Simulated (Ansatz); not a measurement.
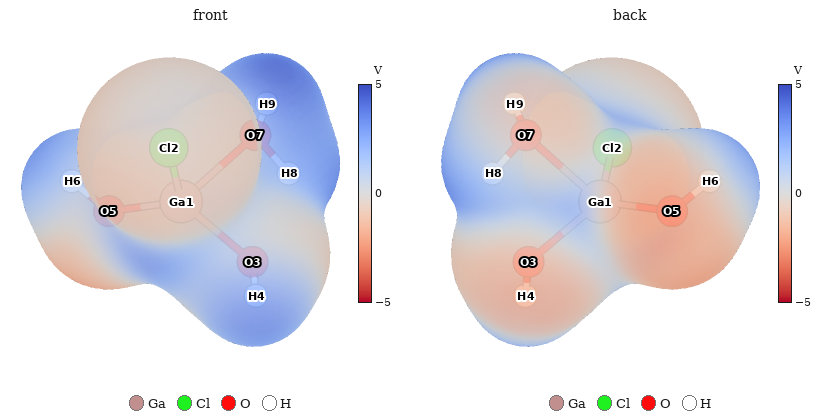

Figure 1: ClGaH4O3. The molecular electrostatic potential painted on the density surface at 0.004 e/bohr³, seen from the front and from behind; red is negative and blue positive.

The calculation used RKS PBE/def2-SVP (Ansatz 0.2.0).

```
atom    x (Å)    y (Å)    z (Å)
  Ga  -0.1668  -0.0765   0.1910
  Cl  -0.2455  -1.0528   2.1575
   O   1.4833   0.3009  -0.5085
   H   2.1063  -0.4466  -0.5253
   O  -1.5632  -0.2128  -0.9334
   H  -2.3512  -0.5492  -0.4685
   O   0.0478   1.9222   0.8746
   H   0.9749   1.8921   0.5121
   H   0.1576   1.8299   1.8445
```

Describe the electrostatic potential map.

The most negative region (about −2.0 V) lies over O5, the most positive (about +3.9 V) over H9. O5 is the likeliest acceptor of a hydrogen bond.
